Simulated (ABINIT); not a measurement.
# WS2 (Tungstenite): G0W0 with ABINIT, start to end

Aim: the G0W0 gap of WS2 (Tungstenite) on PBEsol, step by step.

Calculated with ABINIT 10.8.3; PBEsol and many-body steps on it, plane waves.

## 1. The structure

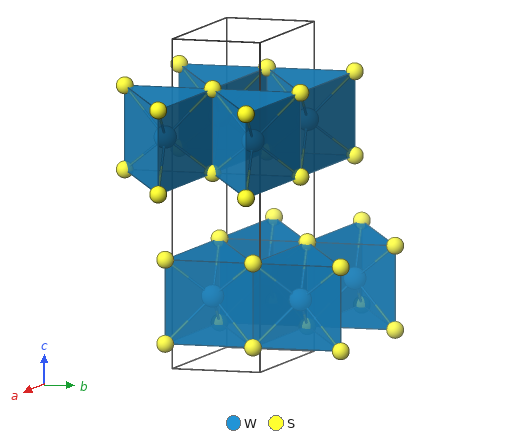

The cell as given, from a free direction (tungsten blue, sulfur yellow). 2×2×1 cells are drawn. Some periodic images of atoms are drawn too.

The cell and positions come from the Crystallography Open Database and are kept as given unless a step says otherwise. Spin-orbit coupling is left out unless a step names it.

## 2. Ground state

This step: ABINIT 10.8.3; DFT, PBEsol, plane waves, norm-conserving pseudopotentials.

The ground-state density comes first.

Contents of run.abi:

```
acell 3*1.0 Angstrom
rprim 
  3.153199999992 0.000000000002 0.000000000000
  -1.576599999998 2.730751303206 0.000000000000
  0.000000000000 0.000000000000 12.323000000000
ntypat 2
znucl 74 16
natom 6
typat 1 1 2 2 2 2
xred 
  0.333333333333 0.666666666667 0.250000000000
  0.666666666667 0.333333333333 0.750000000000
  0.333333333333 0.666666666667 0.622500000000
  0.666666666667 0.333333333333 0.122500000000
  0.333333333333 0.666666666667 0.877500000000
  0.666666666667 0.333333333333 0.377500000000
pp_dirpath "pseudos"
pseudos "W.upf, S.upf"
ecut 31
ngkpt 6 6 2
nshiftk 1
shiftk 0 0 0
kptopt 1
chksymbreak 0
nband 33
occopt 1
tolvrs 1e-10
nstep 60
prtwf 0
indata_prefix "in"
outdata_prefix "out"
tmpdata_prefix "tmp"
```

Command:

```
$ OMP_NUM_THREADS=1 mpirun -n 4 abinit run.abi > log
```

Numbers of over 12 decimals in the logs are rounded to 6 here.

The log of the run:

```text
.Version 10.8.3 of ABINIT. v10.8.2 released Aug 2026.

 Symmetries : space group P6_3/m m c (#194); Bravais hP (primitive hexag.)
================================================================================
 Values of the parameters that define the memory need of the present run
     intxc =       0    ionmov =       0      iscf =       7    lmnmax =       8
     lnmax =       8     mgfft =     120  mpssoang =       4    mqgrid =    5837
     natom =       6  nloc_mem =       1    nspden =       1   nspinor =       1
    nsppol =       1      nsym =      24    n1xccc =    2501    ntypat =       2
    occopt =       1   xclevel =       2
-    mband =          33        mffmem =           1         mkmem =           4
       mpw =        5944          nfft =      108000          nkpt =          14
================================================================================
  Rough estimation (10% accuracy) of disk space for files :
================================================================================

--------------------------------------------------------------------------------
------------- Echo of variables that govern the present computation ------------
--------------------------------------------------------------------------------
 -outvars: echo values of preprocessed input variables --------
            acell      1.8897261259E+00  1.8897261259E+00  1.8897261259E+00 Bohr

      chksymbreak           0
             ecut      3.10000000E+01 Hartree
-          fftalg         312

              ixc     -116133
              kpt      0.00000000E+00  0.00000000E+00  0.00000000E+00
                       1.66666667E-01  0.00000000E+00  0.00000000E+00
                       3.33333333E-01  0.00000000E+00  0.00000000E+00
                       5.00000000E-01  0.00000000E+00  0.00000000E+00
                       1.66666667E-01  1.66666667E-01  0.00000000E+00
                       3.33333333E-01  1.66666667E-01  0.00000000E+00
                       3.33333333E-01  3.33333333E-01  0.00000000E+00
                       0.00000000E+00  0.00000000E+00  5.00000000E-01
                       1.66666667E-01  0.00000000E+00  5.00000000E-01
                       3.33333333E-01  0.00000000E+00  5.00000000E-01
                       5.00000000E-01  0.00000000E+00  5.00000000E-01
[...]
kptrlatt        6    0    0      0    6    0      0    0    2
          kptrlen      3.57521065E+01
P           mkmem           4
            natom           6
            nband          33
            ngfft          30      30     120
             nkpt          14
            nstep          60
             nsym          24
           ntypat           2
              occ      2.000000  2.000000  2.000000  2.000000  2.000000  2.000000
                       2.000000  2.000000  2.000000  2.000000  2.000000  2.000000
                       2.000000  2.000000  2.000000  2.000000  2.000000  2.000000
                       2.000000  2.000000  2.000000  2.000000  2.000000  2.000000
                       2.000000  2.000000  0.000000  0.000000  0.000000  0.000000
[...]
prtwf           0
            rprim      3.1532000000E+00  2.0000000000E-12  0.0000000000E+00
[...]
spgroup         194

           tolvrs      1.00000000E-10

             xred      3.3333333333E-01  6.6666666667E-01  2.5000000000E-01
[...]
znucl       74.00000   16.00000

================================================================================

 chkinp: Checking input parameters for consistency.

================================================================================
== DATASET  1 ==================================================================
-   mpi_nproc: 4, omp_nthreads: 1 (-1 if OMP is not activated)

--- !DatasetInfo
iteration_state: {dtset: 1, }
dimensions: {natom: 6, nkpt: 14, mband: 33, nsppol: 1, nspinor: 1, nspden: 1, mpw: 5944, }
cutoff_energies: {ecut:  31.0, pawecutdg:  -1.0, }
electrons: {nelect:   5.20000000E+01, charge:   0.00000000E+00, occopt:   1.00000000E+00, tsmear:   1.00000000E-02, }

 Real(R)+Recip(G) space primitive vectors, cartesian coordinates (Bohr,Bohr^-1):
 R(1)=  5.9586844  0.0000000  0.0000000  G(1)=  0.1678223  0.0968922  0.0000000
 R(2)= -2.9793422  5.1603721  0.0000000  G(2)=  0.0000000  0.1937845  0.0000000
 R(3)=  0.0000000  0.0000000 23.2870950  G(3)=  0.0000000  0.0000000  0.0429422
 Unit cell volume ucvol=  7.1605555E+02 bohr^3
 Angles (23,13,12)=  9.00000000E+01  9.00000000E+01  1.20000000E+02 degrees

 getcut: wavevector=  0.0000  0.0000  0.0000  ngfft=  30  30 120
         ecut(hartree)=     31.000   => boxcut(ratio)=   2.01023

--- Pseudopotential description ------------------------------------------------
- W Generated using ONCVPSP code by D. R. Hamann
- 74.00000  14.00000  180301                  znucl, zion, pspdat
12 -116133 3 -1 1396                          pspcod,pspxc,lmax,lloc,mmax
     nproj     2     2     2     2
  pspatm : epsatm=   11.51367016
         --- l  ekb(1:nproj) -->
[...]
pspatm: atomic psp has been read  and splines computed

- S Generated using ONCVPSP code by D. R. Hamann
- 16.00000   6.00000  180301                  znucl, zion, pspdat
[...]
ETOT  8  -195.92934843387    -1.296E-09 5.306E-04 1.864E-06
 ETOT  9  -195.92934843407    -2.001E-10 2.928E-04 9.256E-08
 ETOT 10  -195.92934843408    -1.026E-11 6.341E-04 4.446E-09
 ETOT 11  -195.92934843408     1.023E-12 2.018E-04 3.334E-10
 ETOT 12  -195.92934843409    -5.599E-12 6.740E-04 1.200E-12

 At SCF step   12       vres2   =  1.20E-12 < tolvrs=  1.00E-10 =>converged.

 Cartesian components of stress tensor (hartree/bohr^3)
  sigma(1 1)=  3.62550091E-05  sigma(3 2)=  0.00000000E+00
  sigma(2 2)=  3.62550091E-05  sigma(3 1)=  0.00000000E+00
  sigma(3 3)=  2.04722879E-05  sigma(2 1)=  0.00000000E+00

--- !ResultsGS
iteration_state: {dtset: 1, }
comment   : Summary of ground state results
lattice_vectors:
- [  5.9586844,   0.0000000,   0.0000000, ]
- [ -2.9793422,   5.1603721,   0.0000000, ]
- [  0.0000000,   0.0000000,  23.2870950, ]
lattice_lengths: [   5.95868,    5.95868,   23.28710, ]
lattice_angles: [ 90.000,  90.000, 120.000, ] # degrees, (23, 13, 12)
lattice_volume:   7.1605555E+02
convergence: {deltae: -5.599E-12, res2:  1.200E-12, residm:  6.740E-04, diffor: null, }
etotal    :  -1.95929348E+02
entropy   :   0.00000000E+00
fermie    :   3.47826546E-01
cartesian_stress_tensor: # hartree/bohr^3
- [  3.62550091E-05,   0.00000000E+00,   0.00000000E+00, ]
- [  0.00000000E+00,   3.62550091E-05,   0.00000000E+00, ]
- [  0.00000000E+00,   0.00000000E+00,   2.04722879E-05, ]
pressure_GPa:  -9.1188E-01
xred      :
- [  3.3333E-01,   6.6667E-01,   2.5000E-01,  W]
- [  6.6667E-01,   3.3333E-01,   7.5000E-01,  W]
- [  3.3333E-01,   6.6667E-01,   6.2250E-01,  S]
- [  6.6667E-01,   3.3333E-01,   1.2250E-01,  S]
- [  3.3333E-01,   6.6667E-01,   8.7750E-01,  S]
- [  6.6667E-01,   3.3333E-01,   3.7750E-01,  S]
cartesian_forces: # hartree/bohr
- [  4.70714436E-31,   7.88124608E-30,  -0.00000000E+00, ]
- [ -5.17785879E-30,  -2.14696014E-29,  -1.80669085E-31, ]
- [ -2.35357218E-30,   2.25566698E-29,   2.85356301E-03, ]
- [  8.94357428E-30,  -2.31002040E-29,   2.85356301E-03, ]
- [ -2.35357218E-30,  -3.61450251E-29,  -2.85356301E-03, ]
- [  4.70714436E-31,   5.02769146E-29,  -2.85356301E-03, ]
force_length_stats: {min:   7.89529048E-30, max:   2.85356301E-03, mean:   1.90237534E-03, }

 Integrated electronic density in atomic spheres:
 ------------------------------------------------
 Atom  Sphere_radius  Integrated_density
[...]
================================================================================

 ----iterations are completed or convergence reached----

 Mean square residual over all n,k,spin=   32.985E-07; max=  67.401E-05
 reduced coordinates (array xred) for    6 atoms
[...]
0.666666666667      0.333333333333      0.750000000000
       0.333333333333      0.666666666667      0.622500000000
       0.666666666667      0.333333333333      0.122500000000
       0.333333333333      0.666666666667      0.877500000000
       0.666666666667      0.333333333333      0.377500000000
 rms dE/dt=  3.1325E-02; max dE/dt=  6.6451E-02; dE/dt below (all hartree)
    1       0.000000000000     -0.000000000000      0.000000000000
    2       0.000000000000      0.000000000000      0.000000000000
    3       0.000000000000     -0.000000000000     -0.066451193043
    4      -0.000000000000      0.000000000000     -0.066451193043
    5       0.000000000000      0.000000000000      0.066451193043
    6       0.000000000000     -0.000000000000      0.066451193043

 cartesian coordinates (angstrom) at end:
    1     -1.33e-12     1.820501     3.080750
    2      1.576600     0.910250     9.242250
    3     -1.33e-12     1.820501     7.671068
    4      1.576600     0.910250     1.509567
[...]
cartesian forces (hartree/bohr) at end:
[...]
frms,max,avg= 1.3451825E-03 2.8535630E-03   0.000E+00  0.000E+00  0.000E+00 h/b

 cartesian forces (eV/Angstrom) at end:
[...]
2     -0.000000    -0.000000    -0.000000
    3     -0.000000     0.000000     0.146736
    4      0.000000    -0.000000     0.146736
    5     -0.000000    -0.000000    -0.146736
    6      0.000000     0.000000    -0.146736
 frms,max,avg= 6.9172065E-02 1.4673611E-01   0.000E+00  0.000E+00  0.000E+00 e/A
 length scales=  1.889726125908  1.889726125908  1.889726125908 bohr
              =  1.000000000000  1.000000000000  1.000000000000 angstroms
 prteigrs : about to open file out_EIG
 Fermi (or HOMO) energy (hartree) =   0.34783   Average Vxc (hartree)=  -0.41772
 Eigenvalues (hartree) for nkpt=  14  k points:
 kpt#   1, nband= 33, wtk=  0.01389, kpt=  0.0000  0.0000  0.0000 (reduced coord)
  -2.39305   -2.39305   -1.07992   -1.07991   -1.07273   -1.07273   -1.07273   -1.07273
  -0.22663   -0.21799   -0.16946   -0.15295    0.06552    0.10502    0.20518    0.21990
   0.21990    0.22041    0.22041    0.26565    0.26565    0.26762    0.26762    0.29311
   0.30155    0.34783    0.43249    0.43256    0.43285    0.43359    0.43506    0.43807
   0.44206
 prteigrs : prtvol=0 or 1, do not print more k-points.

--- !EnergyTerms
iteration_state     : {dtset: 1, }
comment             : Components of total free energy in Hartree
kinetic             :  5.62119790758246E+01
hartree             :  5.11950838890020E+01
xc                  : -4.56299852330600E+01
Ewald energy        : -1.20345391836037E+02
psp_core            :  4.20477196747629E+00
local_psp           : -1.72934273533381E+02
non_local_psp       :  3.13684672360857E+01
total_energy        : -1.95929348434089E+02
total_energy_eV     : -5.33150917716340E+03
band_energy         : -1.80219338577806E+01

 Cartesian components of stress tensor (hartree/bohr^3)
  sigma(1 1)=  3.62550091E-05  sigma(3 2)=  0.00000000E+00
  sigma(2 2)=  3.62550091E-05  sigma(3 1)=  0.00000000E+00
  sigma(3 3)=  2.04722879E-05  sigma(2 1)=  0.00000000E+00

-Cartesian components of stress tensor (GPa)         [Pressure= -9.1188E-01 GPa]
- sigma(1 1)=  1.06665919E+00  sigma(3 2)=  0.00000000E+00
- sigma(2 2)=  1.06665919E+00  sigma(3 1)=  0.00000000E+00
- sigma(3 3)=  6.02315505E-01  sigma(2 1)=  0.00000000E+00

== END DATASET(S) ==============================================================
================================================================================

 -outvars: echo values of variables after computation  --------
           etotal     -1.9592934843E+02
            nband          33
             nkpt          14
          spgroup         194
 [... the other variables as echoed above ...]

 Calculation completed.
```

Elapsed: 47 s, on 4 MPI ranks of Arm Neoverse V1, shared host; peak memory 0.37 GiB; 3.1 min of CPU time.

This step gave:

```yaml
total_energy: -5331.5092 eV
gap: 0.9350 eV
k_of_the_valence_top: 0, 0, 0
k_of_the_conduction_bottom: 0.1667, 0.1667, 0
least_direct_gap: 1.822 eV
pressure: -0.9119 GPa
```

The gap is indirect, with the least direct gap 0.89 eV higher.

The cutoff was set for levels, not for stress, so the pressure can be off by some GPa.

(Continued in part 2 of 3.)

[Paths, hosts, dates, memory and timing lines, banners, echoed tables and standing remarks are left out of the program output.]

[Logs are printed without paths, hosts, clocks, repeated set-up lines and the standing remarks that a program may print on its own settings, such as how far it seeks lower states.]

[Runs of the session that timed out or met a known fault of the program may be left out.]

[Hosts, paths, dates, database ids (printed as entryN), source tags and the programs' standing remarks are cut or masked in the printed files.]

[G0W0 gaps are taken among the corrected bands and points alone; a level outside them can change the order at an edge.]

[Where Ansatz stands beside ABINIT at settings called matched, ABINIT's density can come from a denser mesh and the files from another edition; pairs whose starting gaps differed by over 0.03 eV were left out, so agreement reads better than it is.]
